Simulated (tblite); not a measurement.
## Geometry relaxation of C2H8ClOSi2

System: C2H8ClOSi2, multiplicity 2, SMILES [SiH3]C[C](Cl)O[SiH3].
Method: GFN2-xTB geometry optimisation, gas phase (tblite 0.8.0).

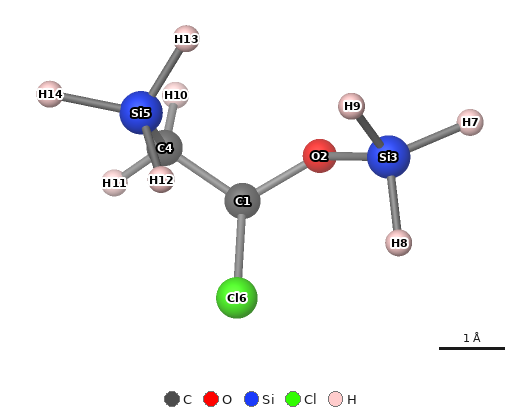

Fig. 1: The input geometry (ball-and-stick view, seen at a tilt; atoms are numbered from 1 in the order of the input). Bond lengths as drawn: C–C 1.47 Å, C–Cl 1.76 Å, C–H 1.03 to 1.04 Å, C–O 1.39 Å, C–Si 1.83 Å, H–Si 1.39 to 1.45 Å and O–Si 1.78 Å.

### The input
```
{"job": {"kind": "relax", "xc": "GFN2-xTB", "basis": "xTB"}, "charge": 0, "multiplicity": 2}
C      0.485492     0.411401     0.967050
O      0.042523    -0.577046     1.845784
Si     0.841199    -2.157859     2.048877
C     -0.383265     0.662059    -0.189169
Si    -0.113157    -0.646476    -1.443118
Cl     2.219841     0.480050     0.669889
H      0.336075    -2.769666     3.238587
H      2.245971    -1.965556     2.156623
H      0.554672    -2.964405     0.923247
H     -1.368228     0.650402     0.135419
H     -0.171215     1.588703    -0.581882
H      1.256080    -0.995945    -1.472319
H     -0.895363    -1.764055    -1.183159
H     -0.486675    -0.119160    -2.744221
```

The first line tells a small driver script what to run in tblite; the rest is the geometry in Å.

Machine: 1 CPU thread, shared host.

Launch command:
```bash
OMP_NUM_THREADS=1 python <driver script> task.json out
```

### Log
```
step      E/eV     max force
  0    -555.41927    2.388
  1    -555.82007    1.597
  2    -555.98958    0.663
  3    -556.02074    0.754
  4    -556.06120    0.454
  5    -556.07852    0.366
  6    -556.09865    0.323
  7    -556.12003    0.377
  8    -556.13628    0.335
  9    -556.14681    0.235
 10    -556.15364    0.196
 11    -556.15922    0.188
 12    -556.16432    0.183
 13    -556.16826    0.200
 14    -556.17185    0.158
 15    -556.17595    0.168
 16    -556.18007    0.163
 17    -556.18314    0.167
 18    -556.18505    0.150
 19    -556.18635    0.104
 20    -556.18752    0.097
 21    -556.18868    0.090
 22    -556.18960    0.063
 23    -556.19026    0.061
 24    -556.19087    0.057
 25    -556.19159    0.082
 26    -556.19235    0.085
 27    -556.19295    0.056
 28    -556.19331    0.035
 29    -556.19354    0.039
 30    -556.19375    0.044
 31    -556.19396    0.035
 32    -556.19414    0.031
 33    -556.19429    0.033
 34    -556.19445    0.047
 35    -556.19472    0.058
 36    -556.19515    0.066
 37    -556.19572    0.073
 38    -556.19623    0.059
 39    -556.19664    0.070
 40    -556.19713    0.082
 41    -556.19795    0.105
 42    -556.19934    0.159
 43    -556.20121    0.172
 44    -556.20316    0.119
 45    -556.20487    0.094
 46    -556.20647    0.124
 47    -556.20893    0.141
 48    -556.21272    0.153
 49    -556.21556    0.217
 50    -556.21422    0.249
 51    -556.21942    0.089
 52    -556.22046    0.073
 53    -556.22218    0.074
 54    -556.22313    0.082
 55    -556.22503    0.070
 56    -556.22597    0.071
 57    -556.22664    0.088
 58    -556.22742    0.091
 59    -556.22850    0.077
 60    -556.22966    0.075
 61    -556.23070    0.081
 62    -556.23162    0.074
 63    -556.23212    0.083
 64    -556.23287    0.053
 65    -556.23323    0.039
 66    -556.23366    0.047
 67    -556.23387    0.049
 68    -556.23434    0.051
 69    -556.23464    0.045
 70    -556.23488    0.036
 71    -556.23512    0.042
 72    -556.23545    0.045
 73    -556.23578    0.048
 74    -556.23603    0.037
 75    -556.23626    0.045
 76    -556.23642    0.036
 77    -556.23658    0.029
 78    -556.23678    0.041
 79    -556.23701    0.060
 80    -556.23729    0.065
 81    -556.23760    0.054
 82    -556.23790    0.041
 83    -556.23817    0.044
 84    -556.23842    0.053
 85    -556.23866    0.053
 86    -556.23888    0.043
 87    -556.23907    0.034
 88    -556.23926    0.030
 89    -556.23943    0.027
 90    -556.23962    0.034
 91    -556.23981    0.034
 92    -556.23998    0.030
 93    -556.24015    0.035
 94    -556.24032    0.033
 95    -556.24046    0.025
 96    -556.24058    0.023
 97    -556.24070    0.030
 98    -556.24085    0.039
 99    -556.24105    0.038
100    -556.24125    0.033
101    -556.24140    0.031
102    -556.24152    0.029
103    -556.24169    0.033
104    -556.24197    0.043
105    -556.24237    0.053
106    -556.24276    0.056
107    -556.24315    0.055
108    -556.24339    0.042
109    -556.24364    0.045
110    -556.24379    0.046
111    -556.24404    0.042
112    -556.24422    0.044
113    -556.24445    0.043
114    -556.24468    0.032
115    -556.24488    0.027
116    -556.24501    0.022
117    -556.24508    0.019
118    -556.24514    0.019
119    -556.24519    0.020
120    -556.24529    0.023
121    -556.24539    0.022
122    -556.24551    0.026
123    -556.24559    0.028
124    -556.24565    0.022
125    -556.24569    0.016
126    -556.24572    0.011
127    -556.24575    0.011
128    -556.24576    0.012
129    -556.24578    0.013
130    -556.24581    0.015
131    -556.24585    0.017
132    -556.24589    0.019
133    -556.24592    0.019
134    -556.24594    0.013
135    -556.24595    0.008
136    -556.24596    0.006
```

### Trajectory as extended XYZ (Å, eV, eV/Å), 8 of the 29 frames kept, from step=0 to step=136
```
14
Properties=species:S:1:pos:R:3:forces:R:3 step=0 energy=-555.41927
C     0.4855    0.4114    0.9670   -0.1770  -1.6000   1.5200
O     0.0425   -0.5770    1.8458    1.9490  -0.6260  -0.8470
Si    0.8412   -2.1579    2.0489   -1.0230   2.1510   0.1190
C    -0.3833    0.6621   -0.1892    0.9870  -0.3910   1.3820
Si   -0.1132   -0.6465   -1.4431    0.3390   0.0000  -1.8820
Cl    2.2198    0.4800    0.6699   -0.6480   0.1130   0.2450
H     0.3361   -2.7697    3.2386   -0.4260   0.1240   0.4830
H     2.2460   -1.9656    2.1566    0.7850   0.2030   0.0960
H     0.5547   -2.9644    0.9232   -0.3050  -0.4920  -0.9520
H    -1.3682    0.6504    0.1354   -1.8690   0.0140   0.6850
H    -0.1712    1.5887   -0.5819    0.5100   2.1480  -0.9090
H     1.2561   -0.9959   -1.4723    1.0690  -0.3070  -0.1030
H    -0.8954   -1.7641   -1.1832   -1.0780  -1.4880   0.4190
H    -0.4867   -0.1192   -2.7442   -0.1140   0.1490  -0.2550
14
Properties=species:S:1:pos:R:3:forces:R:3 step=20 energy=-556.18752
C     0.4910    0.3555    1.0265   -0.0080  -0.0650  -0.0170
O     0.2113   -0.6779    1.8163    0.0120  -0.0020  -0.0070
Si    0.8752   -2.1587    2.0425    0.0190  -0.0910   0.0290
C    -0.3613    0.6360   -0.1385   -0.0070   0.0120  -0.0320
Si   -0.1345   -0.6827   -1.5446   -0.0010   0.0510  -0.0020
Cl    2.1808    0.6821    0.8142    0.0690   0.0580  -0.0080
H     0.1540   -2.5160    3.2543    0.0180  -0.0130  -0.0440
H     2.3261   -2.0718    2.2002   -0.0400   0.0180   0.0480
H     0.5962   -3.0142    0.8821   -0.0220   0.0330   0.0540
H    -1.4026    0.6327    0.1817   -0.0160  -0.0010   0.0000
H    -0.1237    1.6256   -0.5243   -0.0110   0.0090  -0.0320
H     1.2754   -1.0514   -1.6067    0.0450  -0.0040  -0.0170
H    -0.9643   -1.8400   -1.2213   -0.0260  -0.0270   0.0080
H    -0.5595   -0.0868   -2.8107   -0.0310   0.0230   0.0180
14
Properties=species:S:1:pos:R:3:forces:R:3 step=40 energy=-556.19713
C     0.5174    0.3382    1.0028   -0.0170   0.0030   0.0400
O     0.2554   -0.6859    1.8076   -0.0290  -0.0690  -0.0340
Si    0.8794   -2.1781    2.0807    0.0090   0.0170   0.0110
C    -0.3510    0.6302   -0.1477    0.0120  -0.0140  -0.0060
Si   -0.1499   -0.6639   -1.5779    0.0150  -0.0360  -0.0270
Cl    2.1958    0.7251    0.8001    0.0500  -0.0200  -0.0080
H     0.0969   -2.5282    3.2537   -0.0230   0.0150   0.0020
H     2.3151   -2.0932    2.3351   -0.0050   0.0040  -0.0060
H     0.6331   -3.0512    0.9289    0.0170   0.0370   0.0070
H    -1.3905    0.6252    0.1808    0.0150  -0.0090   0.0170
H    -0.1155    1.6249   -0.5221   -0.0170   0.0030  -0.0350
H     1.2630   -1.0108   -1.7235   -0.0160   0.0330   0.0160
H    -0.9371   -1.8510   -1.2377    0.0130   0.0400  -0.0040
H    -0.6481   -0.0487   -2.8090   -0.0240  -0.0040   0.0270
14
Properties=species:S:1:pos:R:3:forces:R:3 step=60 energy=-556.22966
C     0.6192    0.1902    0.9057    0.0320   0.0300  -0.0110
O     0.2298   -0.7704    1.7379    0.0030  -0.0180  -0.0440
Si    0.8719   -2.1790    2.2733   -0.0520   0.0190  -0.0280
C    -0.2860    0.6216   -0.1710   -0.0130  -0.0200  -0.0030
Si   -0.2171   -0.5407   -1.7171    0.0020  -0.0230   0.0270
Cl    2.3229    0.2691    0.5728   -0.0640  -0.0070   0.0070
H    -0.1972   -2.5433    3.1898    0.0070  -0.0140  -0.0340
H     2.1511   -1.9509    2.9414    0.0160  -0.0030  -0.0250
H     1.0455   -3.0936    1.1383    0.0240   0.0280   0.0650
H    -1.3034    0.6100    0.2188    0.0050   0.0440   0.0350
H    -0.0484    1.6384   -0.4852    0.0230  -0.0370   0.0310
H     1.1487   -0.5427   -2.2293    0.0240   0.0050  -0.0190
H    -0.6247   -1.8814   -1.2986   -0.0070   0.0110  -0.0010
H    -1.1484    0.0050   -2.7050   -0.0010  -0.0140   0.0000
14
Properties=species:S:1:pos:R:3:forces:R:3 step=80 energy=-556.23729
C     0.6435    0.1288    0.8676   -0.0110  -0.0140   0.0020
O     0.2033   -0.8409    1.6647   -0.0120  -0.0010  -0.0040
Si    0.8648   -2.1816    2.3279    0.0100   0.0080  -0.0170
C    -0.2533    0.6403   -0.1810    0.0010   0.0110   0.0170
Si   -0.2547   -0.4983   -1.7416    0.0100  -0.0380  -0.0520
Cl    2.3354    0.0950    0.4887    0.0180   0.0040   0.0170
H    -0.2859   -2.6116    3.1023   -0.0240  -0.0010   0.0000
H     2.0322   -1.8443    3.1392    0.0160   0.0170   0.0110
H     1.2635   -3.1197    1.2771    0.0080   0.0050  -0.0210
H    -1.2603    0.6936    0.2294   -0.0150   0.0020   0.0250
H     0.0480    1.6430   -0.4793    0.0200   0.0200   0.0100
H     1.0480   -0.3655   -2.3907   -0.0140  -0.0170   0.0060
H    -0.4978   -1.8721   -1.3047   -0.0080   0.0090  -0.0010
H    -1.3228   -0.0344   -2.6280    0.0020  -0.0040   0.0080
14
Properties=species:S:1:pos:R:3:forces:R:3 step=100 energy=-556.24125
C     0.6167    0.1448    0.8903    0.0130  -0.0160  -0.0210
O     0.1717   -0.8605    1.6396    0.0100  -0.0030   0.0040
Si    0.8785   -2.1880    2.2855    0.0080  -0.0140  -0.0030
C    -0.2422    0.6581   -0.1878    0.0030   0.0180   0.0160
Si   -0.2725   -0.5260   -1.7171    0.0180  -0.0220   0.0070
Cl    2.3269    0.1791    0.6040    0.0030   0.0010  -0.0100
H    -0.2647   -2.6700    3.0419    0.0010   0.0010  -0.0070
H     2.0307   -1.8164    3.1059   -0.0170  -0.0040   0.0090
H     1.3193   -3.0972    1.2232   -0.0040   0.0330   0.0010
H    -1.2538    0.7588    0.2033   -0.0170   0.0000   0.0040
H     0.1046    1.6407   -0.5025    0.0010   0.0190   0.0040
H     1.0459   -0.4878   -2.3460   -0.0030  -0.0080   0.0100
H    -0.5972   -1.8660   -1.2332   -0.0080  -0.0090  -0.0090
H    -1.3000   -0.0371   -2.6357   -0.0080   0.0030  -0.0060
14
Properties=species:S:1:pos:R:3:forces:R:3 step=120 energy=-556.24529
C     0.6286    0.1560    0.8904    0.0050   0.0040   0.0080
O     0.1752   -0.8596    1.6213   -0.0120  -0.0010   0.0040
Si    0.8947   -2.1828    2.2604    0.0140   0.0010   0.0040
C    -0.2213    0.6773   -0.1904   -0.0030  -0.0110  -0.0090
Si   -0.3104   -0.5507   -1.6846   -0.0120   0.0000  -0.0020
Cl    2.3408    0.1902    0.6231    0.0190   0.0040  -0.0130
H    -0.2850   -2.7756    2.8655   -0.0090  -0.0030   0.0000
H     1.9287   -1.7989    3.2211   -0.0020   0.0020   0.0000
H     1.4971   -2.9824    1.1926    0.0030  -0.0130  -0.0010
H    -1.2268    0.8193    0.2049   -0.0080   0.0000  -0.0010
H     0.1554    1.6409   -0.5284   -0.0010   0.0030   0.0000
H     1.0054   -0.6082   -2.3157    0.0170   0.0110   0.0070
H    -0.7050   -1.8617   -1.1744   -0.0100   0.0010   0.0120
H    -1.3135   -0.0314   -2.6142   -0.0010   0.0020  -0.0090
14
Properties=species:S:1:pos:R:3:forces:R:3 step=136 energy=-556.24596
C     0.6280    0.1653    0.8904    0.0010  -0.0030   0.0000
O     0.1837   -0.8516    1.6249   -0.0010  -0.0030   0.0030
Si    0.8996   -2.1828    2.2515    0.0030  -0.0020   0.0000
C    -0.2315    0.6784   -0.1875    0.0000  -0.0010  -0.0030
Si   -0.3081   -0.5559   -1.6762   -0.0030  -0.0040  -0.0020
Cl    2.3389    0.2055    0.6079   -0.0010   0.0020  -0.0010
H    -0.2819   -2.7703    2.8602    0.0020   0.0000   0.0000
H     1.9421   -1.8097    3.2073   -0.0040   0.0020  -0.0030
H     1.4890   -2.9863    1.1783   -0.0020   0.0030   0.0050
H    -1.2374    0.8121    0.2098   -0.0010  -0.0030   0.0040
H     0.1349    1.6449   -0.5286    0.0030   0.0030   0.0000
H     1.0260   -0.6329   -2.2671   -0.0030  -0.0030   0.0010
H    -0.7416   -1.8538   -1.1618    0.0030   0.0050   0.0000
H    -1.2777   -0.0304   -2.6375    0.0010   0.0040  -0.0030
```

### Summary

| quantity | value |
| --- | --- |
| outcome | converged |
| total energy | −556.2460 eV |
| wall time | 2.9 s |
| peak memory | 0.18 GiB |
